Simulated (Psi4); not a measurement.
**Two attempts at H3PO (SMILES O=[PH3])**

Wanted: the energy of H3PO, FNO-MP3/pcSseg-1 (occ tolerance 1e-05).

The results are computed with Psi4 1.11.

2 further runs of the same task are left out: 2 set aside as unsound or not needed.

**1. The molecule**

H3PO has 5 atoms, charge 0, and is taken as a singlet. As SMILES, `O=[PH3]`. Geometry: relaxed at GFN2-xTB.

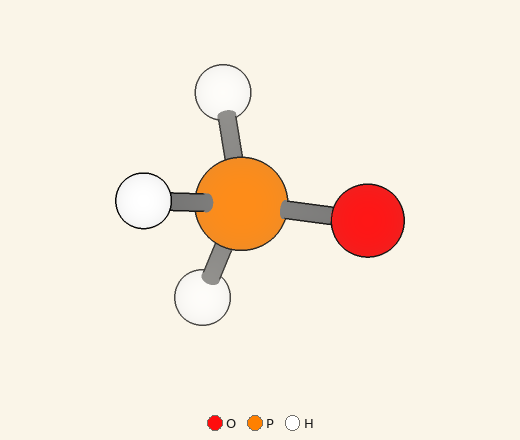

The structure, seen from a chosen angle (oxygen red, phosphorus orange, hydrogen white).

**2. Try one**

calc.py reads:

```python
import psi4

psi4.set_memory('1600 MB')
psi4.set_num_threads(1)
psi4.core.set_output_file('run.log', False)

m = psi4.geometry("""
0 2
O
P 1 1.452724
H 2 1.387694 1 115.22991
H 2 1.387011 3 103.23435 1 -126.53215
H 2 1.386969 4 103.15772 3 107.00898
symmetry c1
""")

psi4.set_options({
    'basis': 'pcSseg-1',
    'scf_type': 'pk',
    'freeze_core': True,
    'occ_tolerance': 1e-05,
    'mp_type': 'conv',
})

e, wfn = psi4.energy('fno-mp3', return_wfn=True)
print(f'fno-mp3 energy: {e:.10f} Eh')
```

On the command line:

```
$ python calc.py
```

stdout:

```text
qcelemental.exceptions.ValidationError: Inconsistent or unspecified chg/mult: sys chg: None, frag chg: [0.0], sys mult: None, frag mult: [2]
```

It took 0.82 s on 1 thread of Intel Xeon Platinum 8375C at 2.90GHz (Ice Lake), shared host; peak memory 0.13 GiB.

**3. What went wrong**

The input was rejected.

The telling line is `qcelemental.exceptions.ValidationError: Inconsistent or unspecified chg/mult: sys chg: None, frag chg: [0.0], sys mult: None, frag mult: [2]`. What is wrong: the spin state typed doesn't suit the molecule. To mend it: multiplicity 1 in place of 2.

**4. The mended input**

run.py reads:

```python
import psi4

psi4.set_memory(1600000000)
psi4.set_num_threads(1)
psi4.set_output_file('run.log', False)

molecule = psi4.geometry("""
0 1
O
P 1 1.452724
H 2 1.387694 1 115.22991
H 2 1.387011 3 103.23435 1 -126.53215
H 2 1.386969 4 103.15772 3 107.00898
units angstrom
symmetry c1
""")

psi4.set_options({
    'basis': 'pcSseg-1',
    'scf_type': 'pk',
    'freeze_core': True,
    'occ_tolerance': 1e-05,
    'mp_type': 'conv',
})

E, wfn = psi4.energy('fno-mp3', molecule=molecule, return_wfn=True)
print(f'fno-mp3 energy: {E:.10f} Eh')
```

On the command line:

```
$ python run.py
```

run.log:

```text
[...]
  Running in c1 symmetry.
[...]
  Nuclear repulsion =   66.902987490179726
[...]
  Multiplicity = 1
[...]
  Nalpha       = 13
  Nbeta        = 13
[...]
    Number of basis functions: 56
[...]
   @RHF iter   1:  -417.15078053226932   -1.29899e-01   1.01619e-02 ADIIS/DIIS
[...]
   @RHF iter  10:  -417.29639100050474   -1.81899e-11   8.57108e-09 DIIS
[...]
    Orbital Energies [Eh]
    ---------------------
    Doubly Occupied:
       1A    -80.043970     2A    -20.483643     3A     -7.566797
       4A     -5.473898     5A     -5.473161     6A     -5.473156
       7A     -1.309103     8A     -0.866663     9A     -0.619452
      10A     -0.619049    11A     -0.559755    12A     -0.439863
      13A     -0.439744
[...]
  @RHF Final Energy:  -417.29639100050474
   => Energetics <=
    Nuclear Repulsion Energy =             66.9029874901797257
    One-Electron Energy =                -709.6622509420168399
    Two-Electron Energy =                 225.4628724513324016
    Total Energy =                       -417.2963910005047410
[...]
 Multipole Moments:
 ------------------------------------------------------------------------------------
     Multipole            Electronic (a.u.)      Nuclear  (a.u.)        Total (a.u.)
 ------------------------------------------------------------------------------------
 L = 1.  Multiply by 2.5417464519 to convert [e a0] to [Debye]
 Dipole X            :          0.0044756           -0.0031595            0.0013161
 Dipole Y            :          0.0020881           -0.0014144            0.0006738
 Dipole Z            :         -0.7359996            2.4705984            1.7345988
 Magnitude           :                                                    1.7345995
[...]
      * MP2 total energy:                   -417.620632424668
[...]
      * MP2 total energy:                   -417.620632424668
[...]
      * MP3 total energy:                   -417.630705715268
[...]
```

On the terminal:

```text
fno-mp3 energy: -417.6307057153 Eh
```

Wall time 2.3 s (1 thread of Intel Xeon Platinum 8375C at 2.90GHz (Ice Lake), shared host); peak memory 0.27 GiB.

**5. Results**

Level: FNO-MP3/pcSseg-1 (occ tolerance 1e-05).

| quantity | value |
| --- | --- |
| total energy | -417.63071 Eh |
| HOMO energy (Hartree–Fock orbitals) | -11.97 eV |
| LUMO energy (Hartree–Fock orbitals) | 3.61 eV |
| HOMO–LUMO gap (Hartree–Fock orbitals) | 15.58 eV |
| correlation energy (6 core orbitals frozen) | -334.3 mEh |
